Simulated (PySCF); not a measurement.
# C₁₁H₁₈OSi: NMR shifts at several levels of theory, part 2 of 2

PySCF 2.14.0. Atoms count from 0. The steps go on from the part before.

### 6 Nuclear shieldings: KT2/pcSseg-1

Job settings and geometry (Å):

```
{"job": {"kind": "nmr", "xc": "KT2", "basis": "pcSseg-1", "pop": false}, "charge": 0, "multiplicity": 1}
C      4.526781     0.828620    -0.332766
O      3.560937     0.350956    -1.222791
C      2.348434     0.003667    -0.738406
C      1.972671     0.092714     0.604492
C      0.689655    -0.293473     0.998310
C     -0.251822    -0.775764     0.084337
C     -1.657802    -1.136933     0.488884
C     -1.778997    -1.808719     1.855928
Si    -2.762997     0.418693     0.371851
C     -2.185711     1.725117     1.594520
C     -2.743230     1.107707    -1.375782
C      0.152315    -0.862796    -1.259078
C      1.420845    -0.482122    -1.669240
H      4.202635     1.758197     0.169152
H      4.781495     0.081644     0.440702
H      5.425200     1.042788    -0.926005
H      2.669944     0.459537     1.358420
H      0.427220    -0.211544     2.055590
H     -2.060289    -1.826702    -0.274667
H     -1.502652    -1.133458     2.681133
H     -2.814416    -2.131972     2.043381
H     -1.126786    -2.694456     1.926560
H     -4.164202     0.002213     0.722520
H     -1.156803     2.041824     1.361739
H     -2.835348     2.613249     1.546014
H     -2.204526     1.352585     2.630531
H     -3.140160     0.378581    -2.099602
H     -1.716180     1.365358    -1.678665
H     -3.358942     2.018572    -1.442556
H     -0.553286    -1.243777    -2.003329
H      1.726376    -0.558006    -2.714729
```

Level: GIAO KT2/pcSseg-1 NMR shielding, non-relativistic, gas phase.

Standard output:

```text
coarse grid: 25816 points
cycle   1  E = -805.6940950820  dE =  1.322e+00  |g| = 8.958e-01  |ddm| = 5.258e+00
cycle   2  E = -805.4092728599  dE =  2.848e-01  |g| = 1.420e+00  |ddm| = 2.552e+00
cycle   3  E = -805.8810679869  dE = -4.718e-01  |g| = 2.439e-01  |ddm| = 1.833e+00
cycle   4  E = -805.8930694484  dE = -1.200e-02  |g| = 6.915e-02  |ddm| = 2.870e-01
cycle   5  E = -805.8940700906  dE = -1.001e-03  |g| = 2.292e-02  |ddm| = 9.963e-02
cycle   6  E = -805.8941755678  dE = -1.055e-04  |g| = 1.368e-02  |ddm| = 4.428e-02
cycle   7  E = -805.8942312437  dE = -5.568e-05  |g| = 3.021e-03  |ddm| = 1.876e-02
cycle   8  E = -805.8942337353  dE = -2.492e-06  |g| = 7.000e-04  |ddm| = 4.043e-03
final grid: 243120 points
cycle   9  E = -805.9531314768  dE = -4.392e-04  |g| = 2.252e-02  |ddm| = 1.430e-01
cycle  10  E = -805.9530182952  dE =  1.132e-04  |g| = 2.938e-02  |ddm| = 5.385e-02
cycle  11  E = -805.9532408101  dE = -2.225e-04  |g| = 3.818e-03  |ddm| = 3.852e-02
cycle  12  E = -805.9532436067  dE = -2.797e-06  |g| = 1.802e-03  |ddm| = 6.514e-03
cycle  13  E = -805.9532444104  dE = -8.036e-07  |g| = 4.588e-04  |ddm| = 2.253e-03
cycle  14  E = -805.9532444636  dE = -5.328e-08  |g| = 1.845e-04  |ddm| = 6.692e-04
cycle  15  E = -805.9532444715  dE = -7.882e-09  |g| = 6.021e-05  |ddm| = 2.563e-04
cycle  16  E = -805.9532444723  dE = -8.124e-10  |g| = 1.507e-05  |ddm| = 7.699e-05
converged SCF energy = -805.9532444723

GIAO shielding tensors (ppm)
atom      isotropic    diamagn.    paramagn.     s11        s22        s33       span
  0 C      129.318     244.594    -115.276    100.713    110.427    176.815     76.102
  1 O      224.088     393.670    -169.581    123.403    267.822    281.040    157.637
  2 C       30.106     264.377    -234.271    -36.154     15.585    110.888    147.042
  3 C       81.248     261.307    -180.059     -1.205     68.582    176.367    177.572
  4 C       63.042     256.848    -193.806    -35.660     53.125    171.661    207.321
  5 C       53.513     265.324    -211.812    -28.147     21.998    166.687    194.834
  6 C      151.468     252.701    -101.232    139.735    146.884    167.785     28.050
  7 C      166.288     247.997     -81.709    149.857    165.186    183.822     33.965
  8 Si     374.508     885.759    -511.250    339.730    387.919    395.876     56.146
  9 C      192.474     255.100     -62.626    186.886    192.680    197.856     10.970
 10 C      187.198     255.026     -67.828    180.769    188.508    192.316     11.547
 11 C       58.406     255.118    -196.711    -34.289     59.065    150.443    184.732
 12 C       71.405     256.095    -184.691     -7.644     64.769    157.090    164.734
 13 H       27.656      29.532      -1.876     24.230     25.484     33.253      9.024
 14 H       27.672      27.586       0.085     24.159     25.410     33.446      9.287
 15 H       27.193      24.949       2.244     22.875     25.622     33.081     10.207
 16 H       24.841      34.834      -9.993     20.370     24.760     29.394      9.024
 17 H       24.339      37.442     -13.103     20.345     22.513     30.159      9.815
 18 H       29.086      34.537      -5.451     24.678     28.885     33.695      9.018
 19 H       29.682      32.596      -2.915     26.100     28.673     34.271      8.171
 20 H       29.830      28.234       1.596     25.231     27.523     36.736     11.505
 21 H       29.804      30.395      -0.591     25.752     27.140     36.520     10.767
 22 H       26.866      30.057      -3.191     23.836     24.764     31.997      8.161
 23 H       31.367      35.515      -4.148     25.733     31.400     36.969     11.236
 24 H       31.423      28.637       2.786     26.444     28.235     39.590     13.146
 25 H       31.091      31.126      -0.035     26.237     29.361     37.675     11.438
 26 H       31.194      30.983       0.211     26.930     28.452     38.201     11.271
 27 H       31.246      35.458      -4.212     25.678     31.534     36.526     10.848
 28 H       31.273      28.708       2.565     26.224     28.322     39.272     13.048
 29 H       24.442      36.285     -11.843     21.210     23.259     28.856      7.646
 30 H       24.513      32.449      -7.936     20.523     25.360     27.655      7.132
```

Run time: 2.4 min. Hardware: 8 threads of Intel Xeon at 2.50GHz (Skylake/Cascade Lake), shared host.

Key values: δ C2 153.1, C5 129.7, C4 122.5, C3 106.9, H17 6.79, H16 6.50 ppm (means over like atoms).

### 7 Shielding tensors: HF/pcSseg-1

Settings changed since step 6:

```diff
@@ -1,2 +1,2 @@
-{"job": {"kind": "nmr", "xc": "KT2", "basis": "pcSseg-1", "pop": false}, "charge": 0, "multiplicity": 1}
+{"job": {"kind": "nmr", "xc": "HF", "basis": "pcSseg-1", "pop": false}, "charge": 0, "multiplicity": 1}
 C      4.526781     0.828620    -0.332766
```

Level: GIAO HF/pcSseg-1 NMR shielding, non-relativistic, gas phase.

Standard output:

```text
final grid: 243120 points
cycle   1  E = -790.5663486155  dE =  3.088e+00  |g| = 6.951e-01  |ddm| = 4.998e+00
cycle   2  E = -790.7099246506  dE = -1.436e-01  |g| = 2.742e-01  |ddm| = 9.703e-01
cycle   3  E = -790.7261228223  dE = -1.620e-02  |g| = 1.138e-01  |ddm| = 3.435e-01
cycle   4  E = -790.7291806276  dE = -3.058e-03  |g| = 1.783e-02  |ddm| = 1.373e-01
cycle   5  E = -790.7292742984  dE = -9.367e-05  |g| = 4.791e-03  |ddm| = 2.572e-02
cycle   6  E = -790.7292848862  dE = -1.059e-05  |g| = 1.664e-03  |ddm| = 8.811e-03
cycle   7  E = -790.7292866020  dE = -1.716e-06  |g| = 6.881e-04  |ddm| = 3.342e-03
cycle   8  E = -790.7292869845  dE = -3.825e-07  |g| = 2.874e-04  |ddm| = 1.531e-03
cycle   9  E = -790.7292870917  dE = -1.072e-07  |g| = 1.281e-04  |ddm| = 8.651e-04
cycle  10  E = -790.7292871147  dE = -2.308e-08  |g| = 6.568e-05  |ddm| = 3.912e-04
cycle  11  E = -790.7292871204  dE = -5.624e-09  |g| = 2.171e-05  |ddm| = 2.333e-04
cycle  12  E = -790.7292871209  dE = -5.730e-10  |g| = 6.496e-06  |ddm| = 8.450e-05
converged SCF energy = -790.7292871209

GIAO shielding tensors (ppm)
atom      isotropic    diamagn.    paramagn.     s11        s22        s33       span
  0 C      141.099     238.793     -97.694    118.916    123.372    181.008     62.092
  1 O      276.470     396.701    -120.231    187.612    319.311    322.488    134.876
  2 C       27.514     261.643    -234.129    -71.979     21.735    132.786    204.765
  3 C       77.409     260.967    -183.558    -18.565     64.143    186.650    205.215
  4 C       55.554     257.444    -201.890    -62.797     45.183    184.278    247.075
  5 C       50.324     265.706    -215.382    -50.673     17.322    184.321    234.994
  6 C      169.509     247.930     -78.422    156.254    166.712    185.560     29.306
  7 C      175.150     243.926     -68.777    160.664    175.689    189.097     28.433
  8 Si     401.836     877.331    -475.495    372.017    411.844    421.648     49.631
  9 C      198.547     254.967     -56.420    192.804    198.855    203.981     11.177
 10 C      194.755     255.031     -60.277    188.401    196.299    199.564     11.163
 11 C       50.720     256.322    -205.601    -63.414     48.520    167.055    230.470
 12 C       66.623     256.476    -189.853    -29.904     59.317    170.456    200.361
 13 H       28.368      28.362       0.006     24.444     26.500     34.160      9.716
 14 H       28.377      27.150       1.227     24.424     26.333     34.374      9.950
 15 H       27.776      25.573       2.203     22.685     26.040     34.603     11.918
 16 H       25.009      34.962      -9.953     19.725     25.287     30.015     10.290
 17 H       24.507      36.949     -12.443     20.053     22.745     30.722     10.668
 18 H       30.080      34.656      -4.576     24.752     29.564     35.924     11.172
 19 H       30.227      31.769      -1.543     26.089     29.113     35.479      9.390
 20 H       30.339      29.118       1.220     25.163     27.627     38.227     13.064
 21 H       30.302      29.849       0.453     25.815     27.583     37.507     11.692
 22 H       27.833      30.111      -2.279     24.527     25.471     33.500      8.973
 23 H       31.935      35.603      -3.669     25.835     31.890     38.079     12.244
 24 H       31.908      28.892       3.016     26.503     28.353     40.869     14.366
 25 H       31.623      31.366       0.257     26.492     29.762     38.616     12.124
 26 H       31.713      31.304       0.409     27.064     28.885     39.191     12.127
 27 H       31.864      35.598      -3.735     25.675     32.008     37.908     12.232
 28 H       31.833      28.983       2.850     26.398     28.510     40.592     14.193
 29 H       24.483      36.136     -11.653     20.655     23.362     29.432      8.777
 30 H       24.496      32.590      -8.094     19.621     25.612     28.255      8.633
```

It took 1.8 min on 8 threads of Intel Xeon at 2.50GHz (Skylake/Cascade Lake), shared host.

This run: δ C2 163.3, C5 140.5, C4 137.7, C3 118.8, H17 7.19, H16 6.93 ppm (means over like atoms).

### 8 Side by side: NMR shifts

Shifts (ppm) of some atoms, chosen among heavy atoms and hydrogens apart, means over like atoms, with basis size and wall time:

```
             run     C5     C4     C3    C6   H22   H18     O1  functions     time
   PBE0/pcSseg-1  139.5  133.6  116.8  29.0  4.22  2.00   98.5        318  3.5 min
    PBE/pcSseg-1  137.4  130.7  114.0  32.3  4.35  2.12  116.5        318  2.5 min
wB97X-D/pcSseg-1  141.2  135.1  117.9  27.5  4.16  1.89   89.8        318  3.7 min
    KT2/pcSseg-1  129.7  122.5  106.9  31.8  4.31  2.09  106.6        318  2.4 min
     HF/pcSseg-1  140.5  137.7  118.8  21.3  3.85  1.61   56.8        318  1.8 min
```

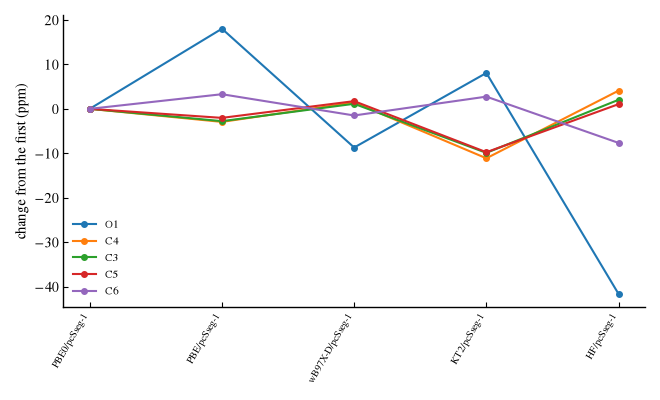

How five of the tabulated atoms move from run to run.

### 9 What came out

The summary covers parts 1 to 2.

| quantity | value |
| --- | --- |
| point group | C1 |
| rotational constants (main isotopes) | 1.28, 0.36, 0.35 GHz |
| ¹³C shifts against TMS (PBE0/pcSseg-1, means over atoms taken as alike) | 162.1, 139.5, 133.6, 116.8, 53.7, 29.0, 16.3, -4.3, -9.0 ppm |
| ¹H shifts against TMS (PBE0/pcSseg-1, means over atoms taken as alike) | 7.06, 6.78, 4.22, 3.64, 2.00, 1.39, -0.09, -0.13 ppm |
| ¹⁷O shifts against H2O (PBE0/pcSseg-1) | 98.5 ppm |
| ²⁹Si shifts against TMS (PBE0/pcSseg-1) | -10.6 ppm |
| range of the shift of O1 | 56.8 to 116.5 ppm |

In words: Single values in the summary come from the first run of each kind that ended normally (PBE0/pcSseg-1), which need not be the best level. Relaxing lowered the energy by 0.107 eV in 8 steps; the close pair that moved most is Si8–H22, from 1.476 to 1.503 Å. NICS(1)zz of -26 ppm above the planar ring from C2 marks a diatropic (aromatic) ring current. In ppm, O1 moves most: its shift spreads over 59.7 ppm, from 56.8 (HF/pcSseg-1) to 116.5 (PBE/pcSseg-1).
